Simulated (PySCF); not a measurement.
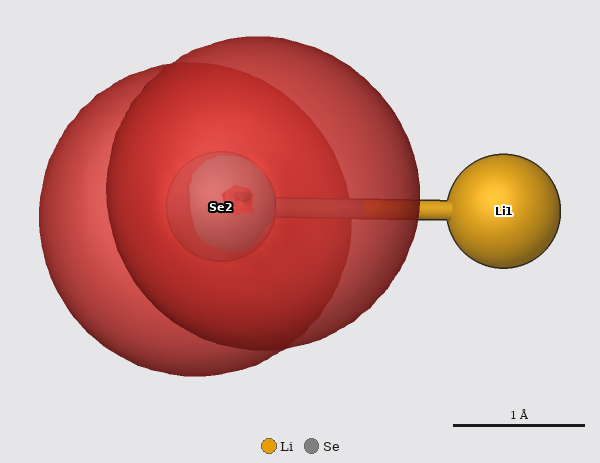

The picture shows: LiSe (doublet). Isosurfaces of the spin density (α minus β) at +0.02 (red) and −0.02 e/Å³ (blue), seen from one side.

All numbers below come from PBE0/def2-SVP, non-relativistic Hamiltonian with scalar-relativistic core potentials where named, at a bond length of 2.273 Å (PySCF).

```xyz
2

Li    0.0000    0.0000   -2.0896
Se    0.0000    0.0000    0.1834
```

Question: Where is the unpaired spin?

Answer: The unpaired spin (1 electron) lies mostly on Se2 (about 1.0), in electrons by Hirshfeld's partition.
